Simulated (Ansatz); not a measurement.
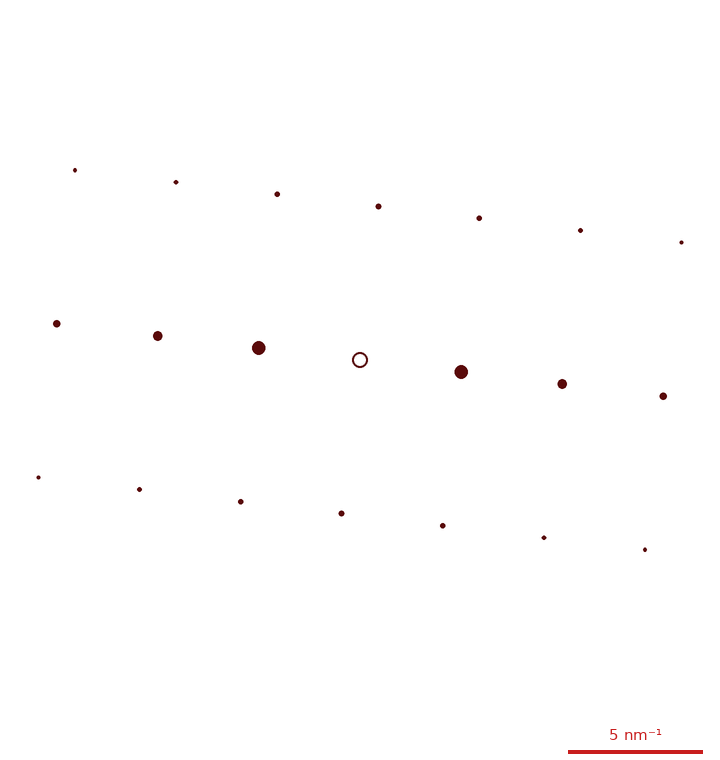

Kinematic zone-axis pattern, calculated for 300 keV electrons with B = 0.5 Å².

Phase: CdGa2, space group I4/mmm (No. 139), a = 3.70 Å, c = 9.15 Å. Structure: coordinates from a relaxation with DFT PBE, scalar-relativistic, plane waves, PAW (Ansatz); the starting structure was generated, so it need not be a known form of this composition.

Measure the pattern against the scale bar and name the zone.

Answer. The spots form a rectangular net whose two shortest vectors correspond to d = 2.62 Å and 1.72 Å, 90.0° apart. They index as 1 -1 0 and 1 1 -4, so the zone axis is [221] (or an equivalent direction of <221>).

List the strongest reflections.

Answer. Strongest reflections with d > 0.80 Å, one of each family (|F|² from tabulated Gaussian fits of the electron scattering factors, times a small damping for the curvature of the Ewald sphere):

```tsv
hkl	d (Å)	I (strongest = 100)
1 -1 0	2.619	100
2 -2 0	1.310	26
3 -3 0	0.873	8
1 1 -4	1.723	2
2 0 -4	1.440	2
3 -1 -4	1.043	1
```
